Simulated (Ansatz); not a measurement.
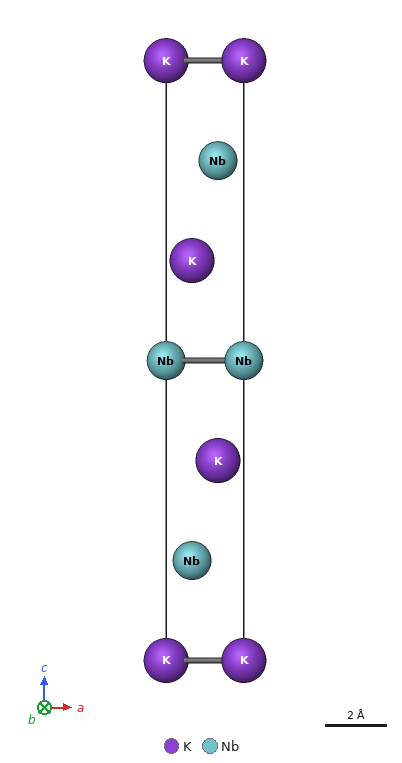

The figure gives a ball-and-stick picture of the atoms, viewed along the b axis. Lines trace the edges of the conventional unit cell.

Unit-cell dimensions: a = 2.983 Å, b = 2.983 Å, c = 19.941 Å, α = 90.00°, β = 90.00°, γ = 120.00°.

Treated as bonds: K–K up to 3.34 Å, Nb–Nb up to 3.34 Å (cut-off distances).

The composition is KNb.

Question: Which of the Bravais lattices applies?

Answer: Rhombohedral (trigonal R) lattice; the crystal system is trigonal.

Question: Is the bonded network molecular, chain-like, layered or three-dimensional?

Answer: The bonds build K and Nb layers parallel to (001).

It derives from a textbook structure type filled with these elements (whether it is the usual form wasn't checked). The picture shows the end point of a geometry optimisation with DFT PBE, scalar-relativistic, plane waves, PAW (Ansatz 0.2.0).
